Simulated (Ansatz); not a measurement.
**Amorphous Ga$_{24}$O$_{39}$La$_{2}$**

Preparation: random packing, a CHGNet melt and quench, and a DFT relaxation. O atoms were pushed apart under 1.9 Å during the dynamics, to hinder bonds among them. The hot cell started wider than the set density and was brought back towards it in steps. It is the lowest in DFT energy of 2 quenches. It is a model cell: composition and starting density were chosen by hand, and all elements were melted together. No dispersion term was used.

Methods: PBE, scalar-relativistic without spin-orbit coupling (Ansatz, an electronic-structure program); r2SCAN, scalar-relativistic without spin-orbit coupling (Ansatz); HSE06, scalar-relativistic without spin-orbit coupling (Ansatz). Geometry, pressure, stress and energy are those of the PBE run. Its sampling: a 2×2×2 Γ-centred mesh; Fermi-Dirac width 0.02 eV; no spin polarisation. Other functionals are single points at the zone centre (r2SCAN at 500 eV; exact exchange cut at the cell's faces), free to take moments where seeds were set. At PBE the levels at the filled edge of the gap are localised (band-tail or defect states), and the nearest spread-out levels lie 2.3 eV apart at the zone centre.

| Quantity | Result |
|---|---|
| Number of atoms in the cell | 65 |
| Density (held, not predicted) | 5.16 g/cm³ |
| Volume per atom | 12.75 Å^3 |
| Pressure on a 2×2×2 Γ-centred mesh | 2.50 GPa |
| Largest force and stress component on that mesh (the relaxation ran on the zone centre alone) | 0.08 eV/Å and 2.6 GPa |
| Energy relative to beta Ga2O3 + hexagonal La2O3 (lowest mix at this level among the phases computed, not always the ambient ones) | 0.106 eV/atom |
| Level gap on a 2×2×2 Γ-centred mesh (PBE) | 1.77 eV |
| Level gap at the zone centre (PBE) | 1.76 eV |
| Level gap at the zone centre (r2SCAN) | 2.29 eV |
| Level gap at the zone centre (HSE06) | 3.45 eV |

Bonds are counted up to Ga-Ga 2.68 Å, Ga-O 2.32 Å, Ga-La 3.32 Å, O-O 1.58 Å, O-La 3.00 Å, La-La 3.96 Å. Two cations that share two anions don't count as bonded, nor two that share one unless they lie closer than Ga-Ga 2.61 Å, Ga-La 3.23 Å, La-La 3.85 Å.

| Item | Result |
|---|---|
| Mean coordination of Ga by anions | 4.42 (15 with 4, 8 with 5, 1 with 6) |
| Mean coordination of O | 2.97 (3 with 2, 34 with 3, 2 with 4) |
| Mean coordination of La by anions | 5.00 (2 with 5) |
| Mean Ga-O bond | 1.913 Å (spread 0.075 Å, 106 counted) |
| Mean O-La bond | 2.410 Å (spread 0.111 Å, 10 counted) |

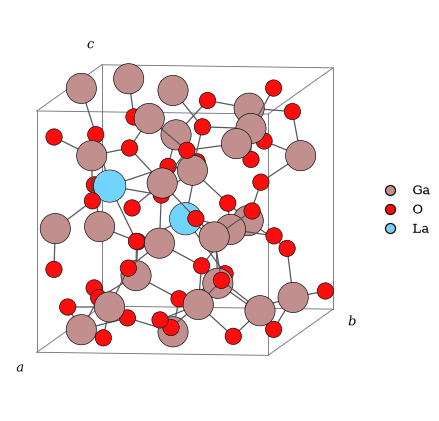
The relaxed cell

Its density started from a set value of 5.16 g/cm³. Cooling (nominally 220 K/ps over its main leg) ran many orders faster than in experiment, which tends to leave more defects and strain. A cell of this size samples the disorder only roughly. The volume was held where the preparation left it and the shape relaxed, at a PBE pressure of 2.5 GPa. Stress components on the final sampling reach 2.6 GPa.
